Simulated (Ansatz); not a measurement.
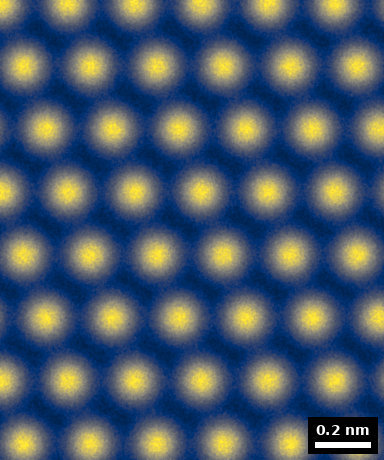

HAADF-like image of Pt (Fm-3m, No. 225). Simulation: incoherent imaging, intensity Z^1.7 per atom, probe width 1.30 Å, thin sample. The probe carries 25 % of its weight in a tail 2.5 times as wide. Shot noise was added. Model: the input geometry of a calculation.

```cif
data_structure
_symmetry_space_group_name_H-M 'Fm-3m'
_symmetry_Int_Tables_number 225
_cell_length_a 3.9724
_cell_length_b 3.9724
_cell_length_c 3.9724
_cell_angle_alpha 90.000
_cell_angle_beta 90.000
_cell_angle_gamma 90.000
_cell_volume 62.68
loop_
_atom_site_label
_atom_site_type_symbol
_atom_site_symmetry_multiplicity
_atom_site_Wyckoff_symbol
_atom_site_fract_x
_atom_site_fract_y
_atom_site_fract_z
_atom_site_occupancy
Pt1 Pt 4 a 0.00000 0.00000 0.00000 1
```

Along which zone axis is the crystal seen: [111], [210], [221] or [110]? (Directions equivalent by symmetry count as one.)

[110]. The projected cells are 1.62 × 1.62 Å, 120° for [111]; 0.89 × 1.99 Å, 90° for [210]; 0.94 × 1.48 Å, 108° for [221]; 2.43 × 2.43 Å, 109° for [110], and the image repeats as the [110] one does.
